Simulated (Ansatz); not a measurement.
**H₂Cl (doublet): one geometry, many settings at distance H1–H2 along a hydrogen transfer = 0.835 Å**

What do other methods and options give for H₂Cl (doublet) at this geometry, and how long do they take?

Computed with Ansatz 0.2.0, Gaussian basis. Level: the settings change from run to run.

7 further runs of the same task are left out: 6 that didn't finish, 1 set aside as unsound or not needed.

### 1 The system

The geometry derives from fragments relaxed apart (PBE0/def2-TZVP) and kept rigid, so it is no stationary point. A hydrogen atom is moved between rigid fragments.

3 atoms, charge 0, spin multiplicity 2.

Atoms are counted from 1 here; the program's logs count them from 0.

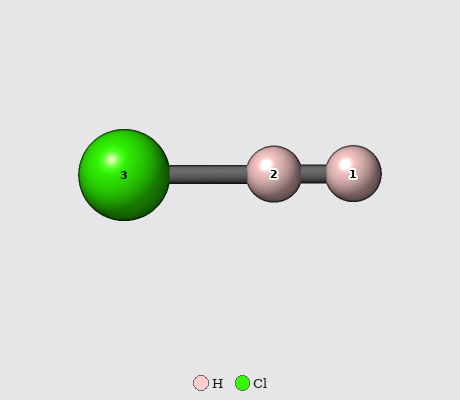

The geometry (hydrogen pink, chlorine green); atoms are numbered from 1 in the order of the file.

### 2 CISDT/def2-SVP

Input file in.yaml:

```yaml
crystal:
  periodic: [false, false, false]
  atoms:
    - {symbol: H, position_ang: [0.000000, 0.000000, -1.082000]}
    - {symbol: H, position_ang: [0.000000, 0.000000, -0.247000]}
    - {symbol: Cl, position_ang: [0.000000, 0.000000, 1.329000]}
basis:
  gaussian: {orbitals: def2-SVP}
magnetization: {spin_polarized: false, initial_magnetization: 1}
correlation: {active_space: {ras: {orbitals: [4, 1, 18], electrons: 9, max_holes: 3, max_particles: 3}, fixed_orbitals: true}}
scf: {lower_state_search: full}
```

Started as:

```console
ansatz run in.yaml --threads 1 --pin off --events-out ev --progress --plain --max-ram 2393MiB
```

Log:

```text
Functional definition: HF
  name "HF"
  cite "Fock, Z. Phys. 61, 126 (1930) doi:10.1007/BF01340294"
  parent pbe
  exchange = exact_x
  correlation = 0
262 factors; integrals over basis functions are off by at most 1.6e-3 eV
mean field evaluation 1: about -12527.7959 eV, gradient 8.4e0 eV
mean field evaluation 2: about -12527.7965 eV, gradient 8.4e0 eV
mean field evaluation 4: about -12528.3077 eV, gradient 1.0e0 eV
mean field evaluation 8: about -12528.3448 eV, gradient 6.9e-2 eV
mean field evaluation 16: about -12527.3101 eV, gradient 1.1e-2 eV
mean field evaluation 32: about -12527.3097 eV, gradient 3.0e-1 eV
mean field evaluation 64: about -12527.3088 eV, gradient 2.6e-1 eV
mean field -12528.34486704 eV, -460.4081818466 hartree, gradient 1.7e-6 eV, S^2 0.750000; 10 other end points of the search recorded, 0 dependent functions left out
reference -12528.34486704 eV, -460.4081818466 hartree; 10, 9 occupied and 18, 19 virtual orbitals, 262 factors
state -12533.17180388 eV, -460.5855685037 hartree
Total energy: -12533.17180388 eV, -460.5855685037 hartree
```

Wall time 3.1 s (1 thread of Intel Xeon Platinum 8488C, shared host).

From the report: 82,184 determinants.

### 3 CCSDT on UHF/6-31G

Input file in.yaml:

```yaml
crystal:
  periodic: [false, false, false]
  atoms:
    - {symbol: H, position_ang: [0.000000, 0.000000, -1.082000]}
    - {symbol: H, position_ang: [0.000000, 0.000000, -0.247000]}
    - {symbol: Cl, position_ang: [0.000000, 0.000000, 1.329000]}
basis:
  gaussian: {orbitals: 6-31G}
magnetization: {spin_polarized: true, initial_magnetization: 1}
correlation: {method: ccsdt, electrons: outside_noble_gas}
```

Same command.

Log, cut to the lines that bear on the results:

```text
Functional definition: HF
  name "HF"
  cite "Fock, Z. Phys. 61, 126 (1930) doi:10.1007/BF01340294"
  parent pbe
[...]
315 factors; integrals over basis functions are off by at most 8.2e-8 eV
[...]
mean field -12531.76446324 eV, -460.5338496889 hartree, gradient 1.4e-6 eV, S^2 0.778903; 7 other end points of the search recorded, 0 dependent functions left out
determinant -12531.76446324 eV, -460.5338496889 hartree, with singles and doubles -12533.45562621 eV, -460.5959987819 hartree
determinant -12530.52530399 eV, -460.4883114265 hartree, with singles and doubles -12532.04071690 eV, -460.5440018237 hartree
5 core orbitals not correlated: weight in the atoms' cores, before any rotation towards them, 1.000 or more for the frozen orbitals, at most 0.000 for the correlated occupied ones
reference -12531.76446324 eV, -460.5338496889 hartree; 5, 4 occupied and 7, 8 virtual orbitals, 315 factors
second order -1.30517978 eV of doubles, -0.00000000 eV of singles
cycle   1  -1.54567854 eV  change   -2.4e-1 eV  update   4.2e-2
[...]
cycle  12  -1.70844343 eV  change    4.2e-7 eV  update   2.7e-7
Total energy: -12533.47290666 eV, -460.5966338269 hartree
```

It took 1.3 s on 1 thread of Intel Xeon Platinum 8488C, shared host.

From the report: ⟨S²⟩ of the determinant 0.779 (pure doublet: 0.75); correlation -1.7084 eV; T1 0.012; largest double amplitude 0.08.

### 4 MP2 on ROHF/6-31G

in.yaml, as its differences from that of step 3:

```diff
@@ -8,3 +8,4 @@
   gaussian: {orbitals: 6-31G}
-magnetization: {spin_polarized: true, initial_magnetization: 1}
-correlation: {method: ccsdt, electrons: outside_noble_gas}
+magnetization: {spin_polarized: false, initial_magnetization: 1}
+hamiltonian: {pseudopotentials: {relativity: scalar}}
+correlation: {method: mp2, electrons: outside_noble_gas}
```

Launched as before.

Log, cut to the lines that bear on the results:

```text
Functional definition: HF
  name "HF"
  cite "Fock, Z. Phys. 61, 126 (1930) doi:10.1007/BF01340294"
  parent pbe
[...]
204 factors; integrals over basis functions are off by at most 8.9e-4 eV
[...]
mean field -12565.56308647 eV, -461.7759261834 hartree, gradient 4.8e-6 eV, S^2 0.750000; 7 other end points of the search recorded, 0 dependent functions left out
[...]
5 core orbitals not correlated: weight in the atoms' cores, before any rotation towards them, 1.000 or more for the frozen orbitals, at most 0.000 for the correlated occupied ones
reference -12565.56308647 eV, -461.7759261834 hartree; 5, 4 occupied and 7, 8 virtual orbitals, 204 factors
second order -1.38181059 eV of doubles, -0.08425868 eV of singles
Total energy: -12567.02915575 eV, -461.8298032353 hartree
Relativity: scalar
```

Wall time 0.36 s (1 thread of Intel Xeon Platinum 8488C, shared host).

### 5 NEVPT4(SD)(3,4)/6-31G

in.yaml, as its differences from that of step 4:

```diff
@@ -9,3 +9,2 @@
 magnetization: {spin_polarized: false, initial_magnetization: 1}
-hamiltonian: {pseudopotentials: {relativity: scalar}}
-correlation: {method: mp2, electrons: outside_noble_gas}
+correlation: {method: fic_nevpt4_sd, electrons: all, active_space: {window: {electrons: 3, orbitals: 4}, states: [{multiplicity: 2, weights: [1, 1]}], root: 0}}
```

Launched as before.

Log, cut to the lines that bear on the results:

```text
Functional definition: HF
  name "HF"
  cite "Fock, Z. Phys. 61, 126 (1930) doi:10.1007/BF01340294"
  parent pbe
[...]
315 factors; integrals over basis functions are off by at most 8.2e-8 eV
[...]
mean field -12531.56921060 eV, -460.5266742869 hartree, gradient 5.5e-6 eV, S^2 0.750000; 7 other end points of the search recorded, 0 dependent functions left out
reference -12531.56921060 eV, -460.5266742869 hartree; 10, 9 occupied and 7, 8 virtual orbitals, 315 factors
state -12531.72323403 eV, -460.5323345434 hartree
state -12530.67970877 eV, -460.4939856976 hartree
state -12531.72323403 eV, -460.5323345434 hartree; corrected -12533.45313427 eV, -460.5959072049 hartree
state -12530.67970877 eV, -460.4939856976 hartree; corrected -12532.07450301 eV, -460.5452434404 hartree
Total energy: -12533.45313427 eV, -460.5959072049 hartree
```

It took 1.2 s on 1 thread of Intel Xeon Platinum 8488C, shared host.

From the report: 12 determinants; active occupations (of the averaged states) 1.50, 1.50, 0.00, 0.00.

### 6 The runs in one table

Where basis and cores are those of an earlier FCI/6-31G run (-12533.4734 eV), and the state is the same kind, the miss against it is given.

```tsv
level	correlated	functions	energy (eV)	from FCI (meV)	time
CISDT/def2-SVP	outside noble gas	28	-12533.1718		3.1 s
CCSDT on UHF/6-31G	outside noble gas	17	-12533.4729	0.5	1.3 s
MP2 on ROHF/6-31G (relativity set)	outside noble gas	17	-12567.0292		0.36 s
NEVPT4(SD)(3,4)/6-31G (lowest root of an average)	all	17	-12533.4531		1.2 s
```

### 7 What came out

| quantity | value |
| --- | --- |
| runs | 4 |
| quickest | MP2 on ROHF/6-31G (relativity set), 0.36 s |
| slowest | CISDT/def2-SVP, 3.1 s |

**Reading.** Total energies in different bases, with other cores or another treatment of relativity can't be set against each other. CISDT/def2-SVP took 9 times as long as MP2 on ROHF/6-31G (relativity set); the jobs differ in more than the method.
